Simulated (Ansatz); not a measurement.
**Si₄NH₁₁: basis-set convergence**

How large a basis does Si₄NH₁₁ need? Two functionals are run in growing sets.

The runs use Ansatz 0.2.0, Gaussian basis; one geometry, several basis sets.

Levels to be run: PBE0-D4/def2-SVP; ωB97M-V/def2-SVP; PBE0-D4/def2-QZVPP; ωB97M-V/def2-QZVPP; the functionals' def2-TZVPP values are taken from earlier runs.

### 1 The relaxed structure

The geometry comes from an earlier relaxation with PBE0-D4 in a triple-zeta def2 set; it is a stationary point, not always the lowest conformer.

SMILES `[SiH3][SiH2]N[SiH2][SiH3]`, 16 atoms, charge 0, spin multiplicity 1.

Atoms are counted from 1 here; the program's logs count them from 0.

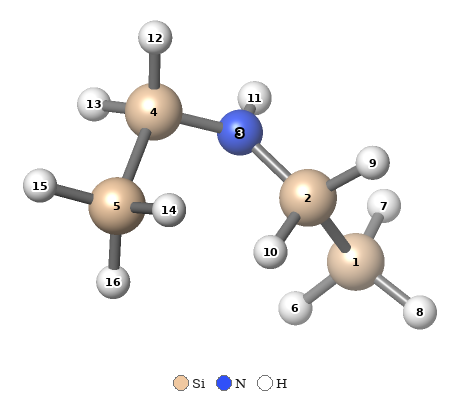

The structure; silicon light orange, nitrogen blue, hydrogen white; atoms are numbered from 1 in the order of the file.

As a file:

```xyz
16
charge 0, multiplicity 1
Si   -1.1717   -2.8399   -0.4131
Si    0.3419   -1.2194    0.3427
N     0.6870   -0.0813   -0.9122
Si    0.8328    1.6422   -0.8203
Si   -0.0630    2.4781    1.1752
H    -2.4886   -2.2239   -0.7295
H    -0.6464   -3.4767   -1.6544
H    -1.3681   -3.9028    0.6103
H     1.5629   -1.9055    0.8612
H    -0.2436   -0.4496    1.4741
H     0.9237   -0.4828   -1.8097
H     2.2537    2.0922   -0.9190
H     0.1194    2.2652   -1.9723
H     0.7080    2.0294    2.3651
H     0.0169    3.9638    1.0991
H    -1.4880    2.0883    1.3471
```

### 2 PBE0-D4 in def2-SVP

The input, in.yaml:

```yaml
crystal:
  periodic: [false, false, false]
  atoms:
    - {symbol: Si, position_ang: [-1.171720, -2.839920, -0.413067]}
    - {symbol: Si, position_ang: [0.341900, -1.219397, 0.342750]}
    - {symbol: N, position_ang: [0.687009, -0.081289, -0.912220]}
    - {symbol: Si, position_ang: [0.832827, 1.642223, -0.820340]}
    - {symbol: Si, position_ang: [-0.062967, 2.478091, 1.175228]}
    - {symbol: H, position_ang: [-2.488641, -2.223918, -0.729460]}
    - {symbol: H, position_ang: [-0.646366, -3.476653, -1.654351]}
    - {symbol: H, position_ang: [-1.368051, -3.902764, 0.610281]}
    - {symbol: H, position_ang: [1.562942, -1.905470, 0.861187]}
    - {symbol: H, position_ang: [-0.243589, -0.449594, 1.474137]}
    - {symbol: H, position_ang: [0.923711, -0.482764, -1.809725]}
    - {symbol: H, position_ang: [2.253676, 2.092221, -0.919039]}
    - {symbol: H, position_ang: [0.119412, 2.265155, -1.972256]}
    - {symbol: H, position_ang: [0.708037, 2.029400, 2.365090]}
    - {symbol: H, position_ang: [0.016876, 3.963753, 1.099110]}
    - {symbol: H, position_ang: [-1.487956, 2.088326, 1.347075]}
basis:
  gaussian: {orbitals: def2-SVP}
hamiltonian: {xc: pbe0, dispersion: d4}
output: {orbitals: {seedname: orbitals}}
```

Command:

```sh
ansatz run in.yaml --threads 2 --pin off --events-out ev --progress --plain --max-ram 32768MiB --backend cpu
```

Log:

```text
Functional definition: PBE0
  name "PBE0"
  cite "Adamo & Barone, J. Chem. Phys. 110, 6158 (1999) doi:10.1063/1.478522"
  cite "Perdew, Burke & Ernzerhof, Phys. Rev. Lett. 77, 3865 (1996) doi:10.1103/PhysRevLett.77.3865"
  parent pbe
  parameter a = 0.25
  parameter kappa = 0.804
  parameter beta = 0.06672455060314922
  exchange = (1 - a)*pbe_x(kappa = kappa, mu = beta*pi^2/3) + a*exact_x
  correlation = pbe_c(beta = beta)
1375 factors; integrals over basis functions are off by at most 1.2e-3 eV
mean field evaluation 1: about -33149.2534 eV, gradient 4.8e1 eV
mean field evaluation 2: about -33141.6940 eV, gradient 7.3e1 eV
mean field evaluation 4: about -33153.9565 eV, gradient 1.4e0 eV
mean field evaluation 8: about -33154.0210 eV, gradient 3.0e-2 eV
mean field -33154.02103405 eV, -1218.3878003987 hartree, gradient 4.2e-5 eV, S^2 0.000000; 0 other end points of the search recorded, 0 dependent functions left out
reference -33154.02107211 eV, -1218.3878017973 hartree; 37, 37 occupied and 104, 104 virtual orbitals, 1375 factors
Total energy: -33154.39945068 eV, -1218.4017069533 hartree
```

It took 3.1 s on 2 threads of AMD EPYC 7R13, shared host.

### 3 ωB97M-V in def2-SVP

Changes to in.yaml since step 2:

```diff
@@ -21,3 +21,3 @@
   gaussian: {orbitals: def2-SVP}
-hamiltonian: {xc: pbe0, dispersion: d4}
+hamiltonian: {xc: {name: wB97M-V}}
 output: {orbitals: {seedname: orbitals}}
```

Launched as before.

Log, shortened:

```text
Functional definition: wB97M-V
  name "wB97M-V"
  cite "Mardirossian & Head-Gordon, J. Chem. Phys. 144, 214110 (2016) doi:10.1063/1.4952647"
  cite "Becke, J. Chem. Phys. 107, 8554 (1997) doi:10.1063/1.475007"
  cite "Vydrov & Van Voorhis, J. Chem. Phys. 133, 244103 (2010) doi:10.1063/1.3521275"
  # Of w^i u^j: cxij and so on, Table III.
[...]
  gx(w, u) = 1 - cx + cx01*u + cx10*w
  gss(w, u) = css00 + css04*u^4 + css10*w + css20*w^2 + css43*w^4*u^3
  gos(w, u) = cos00 + cos10*w + (cos20 + cos21*u)*w^2 + (cos60 + cos61*u)*w^6
[...]
      + integral(e_c_pw_mod_opposite_spin*gos(b97_w_opposite, b97_u_opposite)) + vv10(b, c)
1375 factors; integrals over basis functions are off by at most 1.2e-3 eV
535 factors; integrals over basis functions are off by at most 7.1e-6 eV
[...]
mean field -33165.37240258 eV, -1218.8049554980 hartree, gradient 2.5e-5 eV, S^2 0.000000; 0 other end points of the search recorded, 0 dependent functions left out
reference -33165.37246299 eV, -1218.8049577179 hartree; 37, 37 occupied and 104, 104 virtual orbitals, 1375 factors
Total energy: -33165.37246299 eV, -1218.8049577179 hartree
```

Run time: 11 s. Hardware: 2 threads of AMD EPYC 7R13, shared host.

### 4 PBE0-D4 in def2-QZVPP

Changes to in.yaml since step 3:

```diff
@@ -20,4 +20,4 @@
 basis:
-  gaussian: {orbitals: def2-SVP}
-hamiltonian: {xc: {name: wB97M-V}}
+  gaussian: {orbitals: "def2-QZVPP.json"}
+hamiltonian: {xc: pbe0, dispersion: d4}
 output: {orbitals: {seedname: orbitals}}
```

Command:

```sh
ansatz run in.yaml --threads 2 --pin off --events-out ev --progress --plain --max-ram 32768MiB --backend cuda --devices 0, --max-vram 18GiB
```

Log:

```text
Functional definition: PBE0
  name "PBE0"
  cite "Adamo & Barone, J. Chem. Phys. 110, 6158 (1999) doi:10.1063/1.478522"
  cite "Perdew, Burke & Ernzerhof, Phys. Rev. Lett. 77, 3865 (1996) doi:10.1103/PhysRevLett.77.3865"
  parent pbe
  parameter a = 0.25
  parameter kappa = 0.804
  parameter beta = 0.06672455060314922
  exchange = (1 - a)*pbe_x(kappa = kappa, mu = beta*pi^2/3) + a*exact_x
  correlation = pbe_c(beta = beta)
2389 factors; their error is unknown
mean field evaluation 1: about -33161.2169 eV, gradient 6.1e1 eV
mean field evaluation 2: about -33148.1138 eV, gradient 9.2e1 eV
mean field evaluation 4: about -33168.1764 eV, gradient 2.8e0 eV
mean field evaluation 8: about -33168.2178 eV, gradient 2.8e-2 eV
mean field -33168.21775341 eV, -1218.9095202122 hartree, gradient 2.6e-5 eV, S^2 0.000000; 0 other end points of the search recorded, 0 dependent functions left out
reference -33168.21781599 eV, -1218.9095225119 hartree; 37, 37 occupied and 630, 630 virtual orbitals, 2389 factors
Total energy: -33168.59619456 eV, -1218.9234276680 hartree
```

Wall time 11 s (1 × H100 (card shared with other runs) with 2 threads of AMD EPYC 7R13, shared host); peak host memory 1.2 GiB.

### 5 ωB97M-V in def2-QZVPP

Changes to in.yaml since step 4:

```diff
@@ -21,3 +21,3 @@
   gaussian: {orbitals: "def2-QZVPP.json"}
-hamiltonian: {xc: pbe0, dispersion: d4}
+hamiltonian: {xc: {name: wB97M-V}}
 output: {orbitals: {seedname: orbitals}}
```

Same command.

Log, shortened:

```text
Functional definition: wB97M-V
  name "wB97M-V"
  cite "Mardirossian & Head-Gordon, J. Chem. Phys. 144, 214110 (2016) doi:10.1063/1.4952647"
  cite "Becke, J. Chem. Phys. 107, 8554 (1997) doi:10.1063/1.475007"
  cite "Vydrov & Van Voorhis, J. Chem. Phys. 133, 244103 (2010) doi:10.1063/1.3521275"
  # Of w^i u^j: cxij and so on, Table III.
[...]
  gx(w, u) = 1 - cx + cx01*u + cx10*w
  gss(w, u) = css00 + css04*u^4 + css10*w + css20*w^2 + css43*w^4*u^3
  gos(w, u) = cos00 + cos10*w + (cos20 + cos21*u)*w^2 + (cos60 + cos61*u)*w^6
[...]
      + integral(e_c_pw_mod_opposite_spin*gos(b97_w_opposite, b97_u_opposite)) + vv10(b, c)
2309 factors; their error is unknown
589 factors; integrals over basis functions are off by at most 1.1e-5 eV
[...]
mean field -33179.68916036 eV, -1219.3310866422 hartree, gradient 3.3e-5 eV, S^2 0.000000; 0 other end points of the search recorded, 0 dependent functions left out
reference -33179.68925918 eV, -1219.3310902737 hartree; 37, 37 occupied and 630, 630 virtual orbitals, 2309 factors
Total energy: -33179.68925918 eV, -1219.3310902737 hartree
```

It took 16 s on 1 × H100 (card shared with other runs) with 2 threads of AMD EPYC 7R13, shared host; peak host memory 1.3 GiB.

### 6 Density functionals: the series

The def2-TZVPP values come from earlier runs at the same geometry.

```csv
functional,basis,functions,energy (eV),from the largest (eV),HOMO (eV),LUMO (eV)
PBE0-D4,def2-SVP,141,-33154.3995,14.197,-7.26,-0.38
PBE0-D4,def2-TZVPP,353,-33167.4242,1.172,-7.34,-0.67
PBE0-D4,def2-QZVPP,667,-33168.5962,0.000,-7.35,-0.75
ωB97M-V,def2-SVP,141,-33165.3725,14.317,-9.39,1.46
ωB97M-V,def2-TZVPP,353,-33178.5925,1.097,-9.50,1.02
ωB97M-V,def2-QZVPP,667,-33179.6893,0.000,-9.51,0.80
```

### 7 Summary of results

| quantity | value |
| --- | --- |
| PBE0-D4: double and triple zeta above quadruple | 14.20, 1.17 eV |
| ωB97M-V: double and triple zeta above quadruple | 14.32, 1.10 eV |

For PBE0-D4 the step from double to triple zeta gains 13.02 eV and the next only 1.17 eV. These are total energies; as a rule much of such shifts cancels in differences, which this series doesn't test. The LUMO of ωB97M-V is positive and keeps falling with the basis (1.46 to 0.80 eV): an unbound level that the basis holds in place.
